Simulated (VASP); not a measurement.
Band structure of SrO (rock salt). Calculation: PBE GGA with D3 dispersion (Becke-Johnson damping), VASP's PBE PAW potentials (set 64) (plane waves; VASP 6.6.1).

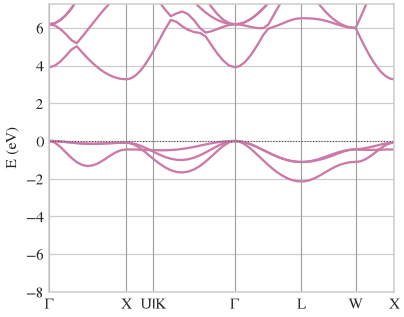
Bands along high-symmetry lines, zero at the valence-band maximum or, without a gap, the Fermi level

### Question
Read the plot: is there a gap, and where are the band edges?

### Answer
The gap is indirect, 3.27 eV, from the valence maximum at Γ to the conduction minimum at X. (Edges off the drawn lines would not show.)

The compound is SrO in the rock salt structure. The cell was not relaxed at this level.
